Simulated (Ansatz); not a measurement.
```xyz
5

S    -1.5334   -0.4742   -0.4909
Ga    0.5068    0.0206    0.1900
Br    1.6888   -1.7811    1.0056
H    -1.8181    0.7992   -0.8572
H     1.1558    1.4356    0.1525
```

These are results of Ansatz 0.2.0, RKS B3LYP-D4/def2-SVP, not measurements.

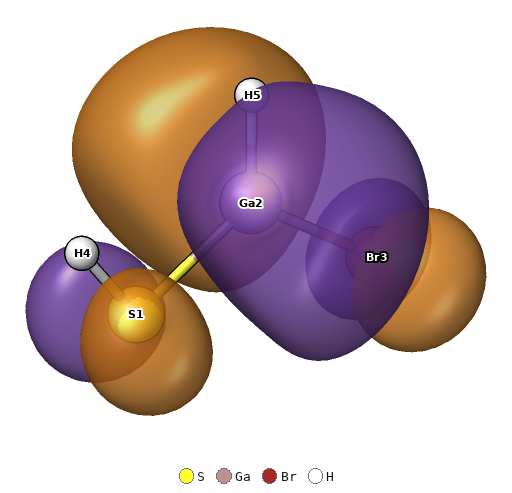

BrGaH$_{2}$S. The LUMO at ±0.06 Å⁻³ᐟ² (orange and purple are the two phases), seen at a tilt.

Q: Describe this orbital and give its energy.

A: By Hirshfeld shares it lies mainly on Ga2 (about 70 %), S1 (about 15 %) and Br3 (about 10 %); it changes sign across the molecular plane (π type). Its energy is −1.63 eV.
